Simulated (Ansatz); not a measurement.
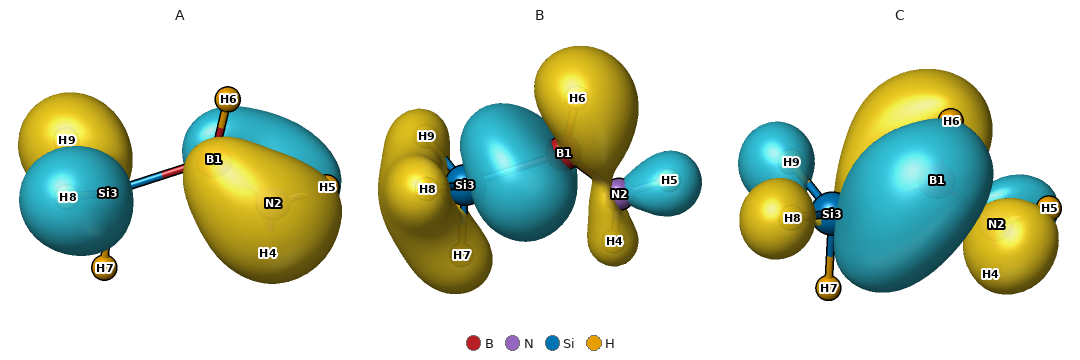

*BH6NSi (SMILES NB[SiH3]). Three frontier orbitals at ±0.08 Å⁻³ᐟ² (yellow and cyan are the two phases), in no order.*

Geometry: r2SCAN-D4/def2-SVP.

These are results of isolated molecule in a Gaussian basis; Kohn-Sham density functional theory, functional PBE0 (Ansatz 0.2.0), not measurements.

```yaml
atoms:
  - { symbol: B, position_ang: [-1.4498, -0.5557, -0.5353] }
  - { symbol: N, position_ang: [-0.3889, -0.2982, 0.3278] }
  - { symbol: Si, position_ang: [-1.2860, -1.9321, -2.0068] }
  - { symbol: H, position_ang: [0.5076, -0.7705, 0.2759] }
  - { symbol: H, position_ang: [-0.4355, 0.3853, 1.0770] }
  - { symbol: H, position_ang: [-2.4713, 0.0760, -0.3700] }
  - { symbol: H, position_ang: [0.0641, -2.5918, -2.0229] }
  - { symbol: H, position_ang: [-2.3094, -3.0184, -1.8617] }
  - { symbol: H, position_ang: [-1.4972, -1.3201, -3.3593] }
```

### Order the three orbitals by energy and name them.

A is the HOMO−1 (−8.83 eV). By Hirshfeld shares it lies mainly on N2 (about 55 %), B1 (about 15 %), Si3 (about 10 %), H8 (about 5 %) and H9 (about 5 %). B is the HOMO (−7.91 eV). It lies mainly on Si3 (about 35 %), B1 (about 35 %) and H6 (about 10 %). C is the LUMO (−0.64 eV). Its weight (Hirshfeld) is mainly on B1 (about 45 %), Si3 (about 20 %) and N2 (about 15 %).

### What is the HOMO–LUMO gap?

7.27 eV between the orbital energies.
